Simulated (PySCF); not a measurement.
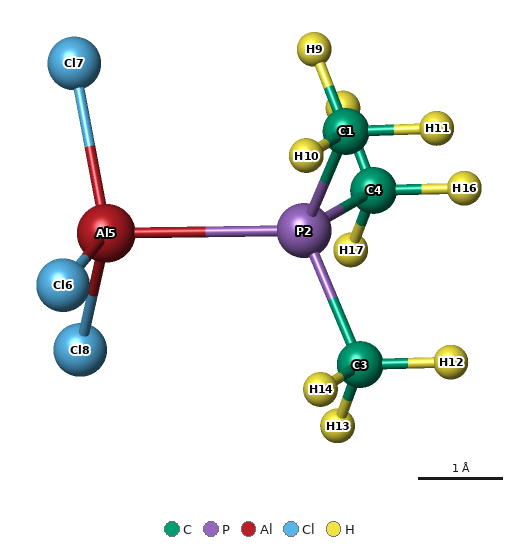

**Figure 1.** The structure as given in the input (ball-and-stick view, seen at a tilt; atoms are numbered from 1 in the order of the input). Sticks mark near contacts.

## C$_{3}$H$_{9}$AlCl$_{3}$P: a changed input and its effect

System: C$_{3}$H$_{9}$AlCl$_{3}$P ([AlCl3(PMe3)]), SMILES C[P+](C)(C)[Al-]([Cl])([Cl])[Cl].
Method of run 1: GIAO B97-2/pcSseg-1 NMR shielding, non-relativistic, gas phase (PySCF 2.14.0).

The geometry comes from this level: PBE0-D3(BJ)/def2-SVP. Text and figures count atoms from 1; the logs count them from 0 in places.

Input, run 1:
```
{"job": {"kind": "nmr", "xc": "B97-2", "basis": "pcSseg-1", "pop": false}, "charge": 0, "multiplicity": 1}
C     -1.171186     1.331314     0.467359
P     -0.068774    -0.051927     0.050432
C     -1.024982    -1.195688    -0.988461
C      0.297871    -0.922528     1.602798
Al     1.885712     0.765514    -1.059595
Cl     0.991257     1.653618    -2.775912
Cl     2.623103     2.127290     0.400390
Cl     3.004951    -1.011186    -1.378599
H     -0.616817     2.028660     1.112253
H     -1.424547     1.858225    -0.464232
H     -2.087985     0.994404     0.972655
H     -1.941780    -1.540146    -0.488193
H     -0.386975    -2.056761    -1.236041
H     -1.277950    -0.678242    -1.925323
H      0.847932    -0.235676     2.262508
H     -0.616542    -1.271918     2.104109
H      0.952053    -1.777494     1.377645
```

The first line tells a small driver script what to run in PySCF; the rest is the geometry in Å.

Launched with:
```bash
OMP_NUM_THREADS=1 python <driver script> task.json out
```

Hardware: 1 CPU thread, shared host.

Output (run 1):
```
coarse grid: 16960 points
cycle   1  E = -2084.2881924903  dE =  4.560e-01  |g| = 5.517e-01  |ddm| = 3.660e+00
cycle   2  E = -2084.2756893494  dE =  1.250e-02  |g| = 6.314e-01  |ddm| = 1.332e+00
cycle   3  E = -2084.3713202289  dE = -9.563e-02  |g| = 5.877e-02  |ddm| = 7.046e-01
cycle   4  E = -2084.3722388256  dE = -9.186e-04  |g| = 2.050e-02  |ddm| = 1.032e-01
cycle   5  E = -2084.3723549118  dE = -1.161e-04  |g| = 2.744e-03  |ddm| = 2.747e-02
cycle   6  E = -2084.3723563078  dE = -1.396e-06  |g| = 1.693e-03  |ddm| = 4.706e-03
final grid: 141032 points
cycle   7  E = -2084.3841740413  dE = -5.864e-05  |g| = 8.556e-03  |ddm| = 2.732e-02
cycle   8  E = -2084.3841759410  dE = -1.900e-06  |g| = 5.331e-03  |ddm| = 9.315e-03
cycle   9  E = -2084.3841802622  dE = -4.321e-06  |g| = 1.262e-03  |ddm| = 5.223e-03
cycle  10  E = -2084.3841806405  dE = -3.783e-07  |g| = 1.812e-04  |ddm| = 1.241e-03
cycle  11  E = -2084.3841806488  dE = -8.306e-09  |g| = 3.907e-05  |ddm| = 2.449e-04
cycle  12  E = -2084.3841806491  dE = -3.611e-10  |g| = 1.057e-05  |ddm| = 4.703e-05
converged SCF energy = -2084.3841806491

GIAO shielding tensors (ppm)
atom      isotropic    diamagn.    paramagn.     s11        s22        s33       span
  0 C      175.044     256.267     -81.224    168.654    170.176    186.301     17.648
  1 P      383.240     973.195    -589.955    337.406    404.984    407.330     69.924
  2 C      175.451     256.107     -80.656    168.932    170.753    186.669     17.737
  3 C      175.579     256.040     -80.460    169.063    170.881    186.794     17.731
  4 Al     461.287     794.493    -333.206    404.932    487.010    491.918     86.986
  5 Cl     949.338    1150.121    -200.782    888.352    922.634   1037.028    148.676
  6 Cl     950.049    1150.067    -200.018    888.958    923.193   1037.995    149.037
  7 Cl     952.675    1149.924    -197.249    891.242    925.340   1041.442    150.200
  8 H       29.884      31.880      -1.996     24.444     29.084     36.124     11.679
  9 H       29.894      31.883      -1.989     24.513     29.081     36.090     11.577
 10 H       30.428      31.648      -1.220     25.591     27.627     38.065     12.474
 11 H       30.409      31.580      -1.171     25.565     27.638     38.023     12.457
 12 H       29.999      31.755      -1.756     24.791     28.708     36.498     11.706
 13 H       29.896      31.798      -1.903     24.401     29.092     36.195     11.794
 14 H       29.964      31.740      -1.775     24.633     28.885     36.375     11.742
 15 H       30.399      31.551      -1.151     25.554     27.646     37.998     12.444
 16 H       29.981      31.717      -1.735     24.677     28.758     36.509     11.832
```

Run 2 used a changed input.

The two runs side by side:

| quantity | run 1 | run 2 |
| --- | --- | --- |
| outcome | converged | converged |
| total energy (hartree) | −2084.384181 | −2083.451849 |
| HOMO (eV) | −8.00 | −8.22 |
| LUMO (eV) | 0.19 | 0.19 |
| dipole moment (D) | 7.72 | 7.71 |
| shielding of C1 (ppm) | 175.0 | 176.0 |
| shielding of C3 (ppm) | 175.5 | 176.4 |
| shielding of C4 (ppm) | 175.6 | 176.6 |
| shielding of Al5 (ppm) | 461.3 | 451.5 |
| shielding of Cl6 (ppm) | 949.3 | 942.4 |
| shielding of Cl7 (ppm) | 950.0 | 943.1 |
| shielding of Cl8 (ppm) | 952.7 | 945.7 |
| SCF iterations | 12 | 12 |
| basis functions | 216 | 216 |
| wall time (shared host) | 28 s | 29 s |

Which change of the input explains these differences?

The change (lines with − go, lines with + come):
```diff
-"xc": "B97-2"
+"xc": "PBE0"
-"pop": false
```

The total energies belong to different methods, so their difference says nothing on which is more stable or more accurate. The HOMO goes from −8.00 to −8.22 eV. Of all shieldings, the largest change is that of Al5, by −9.8 ppm. The functional changes from B97-2 to PBE0. The number of SCF iterations is the same.

Output (run 2):
```
coarse grid: 16960 points
cycle   1  E = -2083.3342869119  dE =  4.805e-01  |g| = 5.217e-01  |ddm| = 3.656e+00
cycle   2  E = -2083.3284475573  dE =  5.839e-03  |g| = 5.779e-01  |ddm| = 1.222e+00
cycle   3  E = -2083.4085439868  dE = -8.010e-02  |g| = 5.288e-02  |ddm| = 6.376e-01
cycle   4  E = -2083.4092538894  dE = -7.099e-04  |g| = 2.093e-02  |ddm| = 9.654e-02
cycle   5  E = -2083.4093747486  dE = -1.209e-04  |g| = 2.623e-03  |ddm| = 2.834e-02
cycle   6  E = -2083.4093759461  dE = -1.197e-06  |g| = 1.622e-03  |ddm| = 4.291e-03
final grid: 141032 points
cycle   7  E = -2083.4518280603  dE = -4.041e-05  |g| = 9.727e-03  |ddm| = 2.566e-02
cycle   8  E = -2083.4518232733  dE =  4.787e-06  |g| = 1.039e-02  |ddm| = 1.385e-02
cycle   9  E = -2083.4518494213  dE = -2.615e-05  |g| = 6.105e-04  |ddm| = 7.489e-03
cycle  10  E = -2083.4518494845  dE = -6.318e-08  |g| = 1.577e-04  |ddm| = 7.933e-04
cycle  11  E = -2083.4518494909  dE = -6.444e-09  |g| = 3.521e-05  |ddm| = 2.241e-04
cycle  12  E = -2083.4518494912  dE = -2.919e-10  |g| = 1.257e-05  |ddm| = 5.267e-05
converged SCF energy = -2083.4518494912

GIAO shielding tensors (ppm)
atom      isotropic    diamagn.    paramagn.     s11        s22        s33       span
  0 C      175.987     256.433     -80.446    169.350    171.159    187.453     18.103
  1 P      382.742     972.593    -589.851    336.061    404.926    407.240     71.178
  2 C      176.416     256.275     -79.859    169.655    171.754    187.838     18.182
  3 C      176.552     256.209     -79.657    169.788    171.900    187.969     18.181
  4 Al     451.529     794.427    -342.899    393.663    477.927    482.997     89.335
  5 Cl     942.426    1149.463    -207.037    879.213    915.776   1032.289    153.075
  6 Cl     943.127    1149.411    -206.284    879.802    916.330   1033.249    153.447
  7 Cl     945.746    1149.271    -203.524    882.059    918.438   1036.743    154.684
  8 H       29.795      31.741      -1.947     24.279     28.942     36.162     11.883
  9 H       29.804      31.742      -1.938     24.347     28.940     36.126     11.779
 10 H       30.336      31.519      -1.183     25.429     27.506     38.073     12.645
 11 H       30.317      31.452      -1.135     25.403     27.518     38.031     12.629
 12 H       29.907      31.617      -1.710     24.622     28.566     36.533     11.911
 13 H       29.806      31.659      -1.853     24.234     28.952     36.233     11.999
 14 H       29.873      31.600      -1.727     24.464     28.746     36.410     11.947
 15 H       30.308      31.424      -1.116     25.391     27.526     38.007     12.616
 16 H       29.890      31.580      -1.690     24.508     28.617     36.546     12.038
```
